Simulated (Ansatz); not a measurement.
# Nb2B: from a guess to a relaxed structure

The task: take a trial cell of Nb2B to zero force and stress.

Method: DFT PBE, scalar-relativistic, plane waves, PAW, in Ansatz 0.2.0.

### 1 The system as given

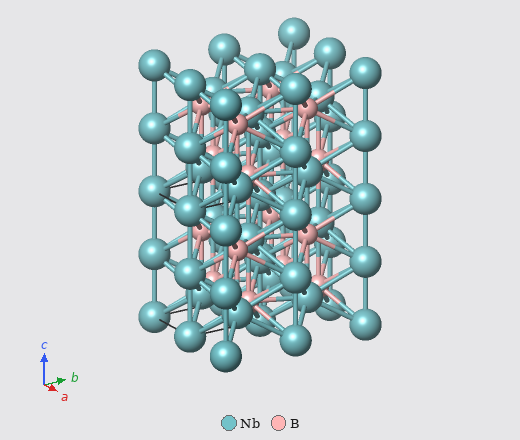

The starting structure, seen slightly off an axis (niobium teal, boron pink). 2×2×2 cells are drawn. Atoms on the faces are drawn again on the opposite ones.

As a file:

```
Nb B
1.0
     4.31225    0.00000    0.00000
    -2.15612    3.73452    0.00000
     0.00000    0.00000    5.15013
Nb B
4 2
Direct
  0.00000 0.00000 0.00000
  0.00000 0.00000 0.50000
  0.33333 0.66667 0.75000
  0.66667 0.33333 0.25000
  0.33333 0.66667 0.25000
  0.66667 0.33333 0.75000
```

A structure generator made this guess: species swapped into a database cell of In2Bi (P6_3/mmc, No. 194), with Nb on the In sites and B on the Bi sites. Lengths come from tabulated atomic sizes and are only a guess.

### 2 The guess as it stands, on a coarse mesh

input.yaml

```yaml
crystal:
  lattice:
    - [4.31224814, 0.0, 0.0]
    - [-2.15612407, 3.73451644, 0.0]
    - [0.0, 0.0, 5.15012833]
  atoms:
    - { symbol: Nb, position: [0.0, 0.0, 0.0] }
    - { symbol: Nb, position: [0.0, 0.0, 0.5] }
    - { symbol: Nb, position: [0.33333333, 0.66666667, 0.75] }
    - { symbol: Nb, position: [0.66666667, 0.33333333, 0.25] }
    - { symbol: B, position: [0.33333333, 0.66666667, 0.25] }
    - { symbol: B, position: [0.66666667, 0.33333333, 0.75] }
basis:
  ecutwfc: 420
kpoints:
  mp_grid: { grid: [6, 6, 4] }
hamiltonian:
  xc: pbe
scf:
  occupations: { method: gaussian, width: 0.1 }
  lower_state_search: "off"
output:
  forces: true
  stress: true
  eigenvalues: true
```

Command:

```bash
ansatz run input.yaml --threads 1 --pin off --max-ram 2560MiB --backend cpu --events-out ev --progress --plain --runs-dir out
```

What it wrote, shortened:

```text
[...]
SCF converged after 6 iterations
Free energy (F): -18520.979913 eV
[...]
E sigma→0 (E₀):  -18520.972778 eV
Entropy (-TS):   -0.014270 eV (-2.378 meV/atom)
Fermi energy:    17.668747 eV
[...]
--- Forces (eV/Å), atoms counted from 1 ---
  atom   1  Nb     0.00000000     0.00000000     0.00000000
  atom   2  Nb     0.00000000     0.00000000     0.00000000
  atom   3  Nb     0.00000000    -0.00000000    -0.00000000
  atom   4  Nb    -0.00000000     0.00000000     0.00000000
  atom   5  B     -0.00000000    -0.00000000    -0.00000000
  atom   6  B     -0.00000000     0.00000000     0.00000000
[...]
--- Stress (GPa, compression-positive) ---
        0.931049      -0.000000       0.000000
        0.000000       0.931049       0.000000
        0.000000       0.000000       0.904120
  P = ⅓ Tr σ = 0.9221 GPa (9.221 kbar)
--- Band table (eV; the first three rows and the last of 21) ---
[...]
```

It took 2.9 s on 1 thread of Arm Neoverse V1, shared host; peak memory 0.32 GiB.

Read-out: pressure 0.9 GPa, largest force 0.00 eV/Å, gap on this mesh none (metal). The relaxation goes to the converged mesh at once.

### 3 Spin check on a coarse mesh

input.yaml

```yaml
crystal:
  lattice:
    - [4.31224814, 0.0, 0.0]
    - [-2.15612407, 3.73451644, 0.0]
    - [0.0, 0.0, 5.15012833]
  atoms:
    - { symbol: Nb, position: [0.0, 0.0, 0.0], spin: 1.0 }
    - { symbol: Nb, position: [0.0, 0.0, 0.5], spin: 1.0 }
    - { symbol: Nb, position: [0.33333333, 0.66666667, 0.75], spin: 1.0 }
    - { symbol: Nb, position: [0.66666667, 0.33333333, 0.25], spin: 1.0 }
    - { symbol: B, position: [0.33333333, 0.66666667, 0.25] }
    - { symbol: B, position: [0.66666667, 0.33333333, 0.75] }
basis:
  ecutwfc: 420
kpoints:
  mp_grid: { grid: [6, 6, 4] }
hamiltonian:
  xc: pbe
scf:
  occupations: { method: gaussian, width: 0.1 }
  lower_state_search: "off"
output:
  forces: true
  stress: true
  eigenvalues: true
  populations: true
magnetization:
  spin_polarized: true
```

Command:

```bash
ansatz run input.yaml --threads 1 --pin off --max-ram 2560MiB --backend cpu --events-out ev --progress --plain --runs-dir out
```

What it wrote, shortened:

```text
[...]
SCF converged after 15 iterations
Magnetization: 0.0000 μB (29.0000 up, 29.0000 down)
Absolute magnetization: 0.0000 μB (∫|ρ↑−ρ↓|, with the PAW one-centre terms)
Spin contamination: 0.0000 ħ² per cell (⟨S²⟩ above its minimum at these occupations)
Per-site moments (μB) at R_I (Å): [(5.563121982586989e-7, 1.0622139680625), (5.563121982448138e-7, 1.0622139680625), (-3.170532895210608e-7, 1.0269920205410519), (-3.1705328945316153e-7, 1.0269920205410519), (5.69914582588217e-7, 1.0269920205410519), (5.699145825992756e-7, 1.0269920205410519)]
Free energy (F): -18520.979913 eV
[...]
E sigma→0 (E₀):  -18520.972778 eV
Entropy (-TS):   -0.014270 eV (-2.378 meV/atom)
Fermi energy:    17.668750 eV
[...]
--- Forces (eV/Å), atoms counted from 1 ---
  atom   1  Nb     0.00000000     0.00000000     0.00000000
  atom   2  Nb     0.00000000     0.00000000     0.00000000
  atom   3  Nb    -0.00000000    -0.00000000    -0.00000000
  atom   4  Nb     0.00000000     0.00000000     0.00000000
  atom   5  B     -0.00000000    -0.00000000    -0.00000000
  atom   6  B     -0.00000000     0.00000000     0.00000000
[...]
--- Stress (GPa, compression-positive) ---
        0.931049       0.000000       0.000000
        0.000000       0.931049       0.000000
        0.000000       0.000000       0.904157
  P = ⅓ Tr σ = 0.9221 GPa (9.221 kbar)
--- Band table (eV; the first three rows and the last of 42) ---
[...]
--- Löwdin populations: 6 sites ---
  site symbol       q [e]    m [muB]
     0     Nb     12.7695     0.0000
     1     Nb     12.7695     0.0000
     2     Nb     12.5620    -0.0000
     3     Nb     12.5620    -0.0000
     4      B      3.5981     0.0000
     5      B      3.5981     0.0000
  spilling = 0.002429 (of n_electrons = 58.000000)
```

Run time: 14 s. Hardware: 1 thread of Arm Neoverse V1, shared host; peak memory 0.38 GiB.

By site:

| atom | Löwdin electrons |
| --- | --- |
| Nb1 | 12.77 |
| Nb2 | 12.77 |
| Nb3 | 12.56 |
| Nb4 | 12.56 |
| B5 | 3.60 |
| B6 | 3.60 |

The same cell is solved with trial moments on Nb. The largest site moment that stays is 0.00 μB and the cell's total 0.00 μB. The workflow keeps spin only above 0.25 μB on a site, so the next run goes without spin.

### 4 Full relaxation

input.yaml

```yaml
crystal:
  lattice:
    - [4.31224814, 0.0, 0.0]
    - [-2.15612407, 3.73451644, 0.0]
    - [0.0, 0.0, 5.15012833]
  atoms:
    - { symbol: Nb, position: [0.0, 0.0, 0.0] }
    - { symbol: Nb, position: [0.0, 0.0, 0.5] }
    - { symbol: Nb, position: [0.33333333, 0.66666667, 0.75] }
    - { symbol: Nb, position: [0.66666667, 0.33333333, 0.25] }
    - { symbol: B, position: [0.33333333, 0.66666667, 0.25] }
    - { symbol: B, position: [0.66666667, 0.33333333, 0.75] }
basis:
  ecutwfc: 420
kpoints:
  mp_grid: { grid: [12, 12, 8] }
hamiltonian:
  xc: pbe
scf:
  occupations: { method: gaussian, width: 0.1 }
output:
  forces: true
  stress: true
  eigenvalues: true
  write_density: true
  write_potential: true
  elf: true
  volumetric_format: npy
relax:
  adjacent_minimum: "off"
  f_tol: 0.01
  max_steps: 80
  cell: { stress_tol: 0.05 }
```

Command:

```bash
ansatz run input.yaml --threads 1 --pin off --max-ram 2560MiB --backend cpu --events-out ev --progress --plain --runs-dir out
```

What it wrote, shortened:

```text
Warning: RAYON_NUM_THREADS=1 ignored (pool sized by the plan → 1); use --threads N
[...]
Pseudopotentials: kind: paw
Pseudopotential: Nb, paw, valence charge 13, recommended cutoff 420 eV (normal), Nb.paw.azcp
Pseudopotential: B, paw, valence charge 3, recommended cutoff 420 eV (normal), B.paw.azcp
Functional definition: PBE
[...]
Crystal: 6 atoms, lattice volume = 82.938 Å³
Basis set: ecut = 420 eV, 1607 PW (Γ), exchange–correlation on 60×60×72 points (8 copies of the dense FFT grid, shifted against one another)
Bands: 35, of which v1, the nominal top of the filled ones, is band 29 counted from 1 (28 counted from 0)
Symmetry: 24 space group operations
Space group: P63/mmc (ITA 194), of the structure as read, at distance tolerance 4.4e-5 Å
k-points: 95 of 1152
[...]
SCF iter   1: F=—  HF=-18520.917278 eV  |F-HF|=—  |Δ(HF+E_count)|=         —  Δρ=6.93e-3  dr2=6.74e-2  ethr=1.77e-3  ⟨swp⟩=4.8  Hψ=13173  notcnv=0
[...]
--- Band table (eV; the first three rows and the last of 95) ---
[...]
--- Relaxed structure (3 steps of the walk, 2 accepted, 1 SCFs on fresh bases) ---
  F+E_penalty+E_count = -18520.90884246 eV   max|allowed force component| = 3.701e-16 eV/Å   (the final SCF, on the basis selected at the relaxed cell)
  cell:  # Å, volume = 83.4828 Å³
    - [4.323006832762342, 0.0, -4.443606820087691e-34]
    - [-2.161503416381171, 3.7438337379058937, 1.6720496399544557e-34]
    - [-6.823298976866327e-34, -7.581443307629251e-35, 5.158154539758747]
  atoms:
    - { symbol: Nb, position: [-2.0754455162381245e-35, 5.013853657619043e-36, -1.2984641008633987e-36] }
    - { symbol: Nb, position: [-1.8893544603085984e-35, 5.013853657619042e-36, 0.4999999999999999] }
    - { symbol: Nb, position: [0.33333333333333337, 0.6666666666666667, 0.7499999999999999] }
    - { symbol: Nb, position: [0.6666666666666666, 0.33333333333333337, 0.24999999999999994] }
    - { symbol: B, position: [0.33333333333333337, 0.6666666666666667, 0.24999999999999994] }
    - { symbol: B, position: [0.6666666666666666, 0.33333333333333337, 0.7499999999999999] }
```

It took 66 s on 1 thread of Arm Neoverse V1, shared host; peak memory 0.47 GiB.

The steps of the relaxation:

```csv
step,E - E(step 1) (eV/cell),largest force component (eV/Å),pressure (GPa),volume (Å³)
1,0.0000,0.0000,1.32,82.94
2,0.0032,0.0000,-1.89,84.27
3,-0.0020,0.0000,-0.02,83.48
4,-0.0022,0.0000,-0.02,83.48
```

Step 1 is the start. Step 4 repeats the geometry before it on a plane-wave basis chosen anew for that cell, so its energy need not be comparable with the rows above. Step 2 was tried and not accepted.

|  | before | after | change |
| --- | --- | --- | --- |
| a (Å) | 4.312 | 4.323 | +0.2 % |
| b (Å) | 4.312 | 4.323 | +0.2 % |
| c (Å) | 5.150 | 5.158 | +0.2 % |
| volume (Å³/atom) | 13.82 | 13.91 | +0.7 % |
| shortest distance (Å) | 2.490 | 2.496 | +0.2 % |
| space group (0.01 Å) | P6_3/mmc | P6_3/mmc | same |

Forces and stress were held to the start's 24 operations: a distortion of lower symmetry was not tested.

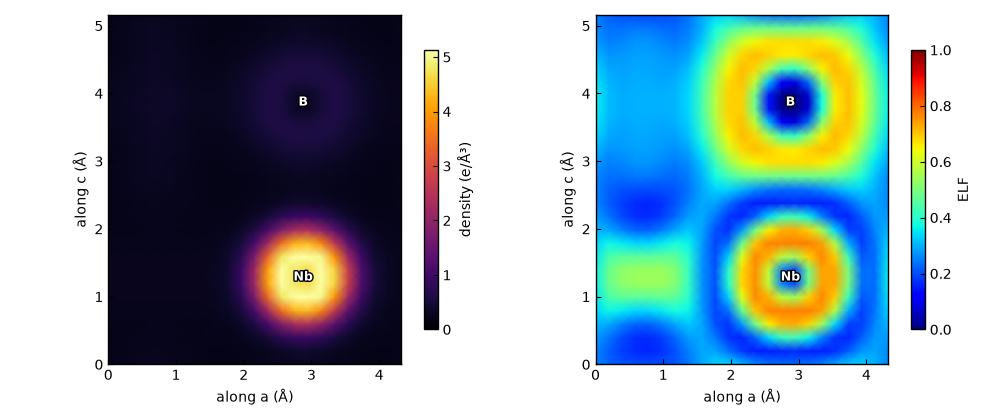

Density (left) and ELF (right) in a lattice plane of the grid's cell (edges 4.32 and 5.16 Å, at 0.333 of the third edge), which holds Nb and B. Only atoms in the plane are labelled. Both are smooth fields of the valence electrons: close to the nuclei they are not physical.

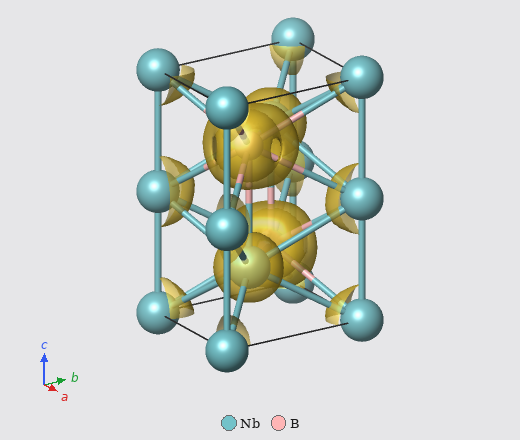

Surface of ELF = 0.68, drawn in one cell.

Outside the cores ELF peaks at 0.74 beside B, off the lines to its neighbours, 0.8 Å from B; 0.74 in the shell around B, 0.8 Å from B.

### 5 Results

```
                              quantity                                                                       value
symmetry at the end (tolerance 0.05 Å)                                              space group P6_3/mmc (No. 194)
                     conventional cell  a = 4.323 Å, b = 4.323 Å, c = 5.158 Å, α = 90.00°, β = 90.00°, γ = 120.00°
                                volume                                                               13.91 Å³/atom
              energy over the elements                                                               +0.01 eV/atom
                       gap on the mesh                                                                none (metal)
```

In words: The space group P6_3/mmc (No. 194) is kept, and the volume per atom grows by 0.7 % from the first guess. The formation energy of this structure is too near zero to say whether it is bound against the elements. No finished test with a distortion of lower symmetry is shown, so the end may be a saddle point. Other magnetic orders were not searched.
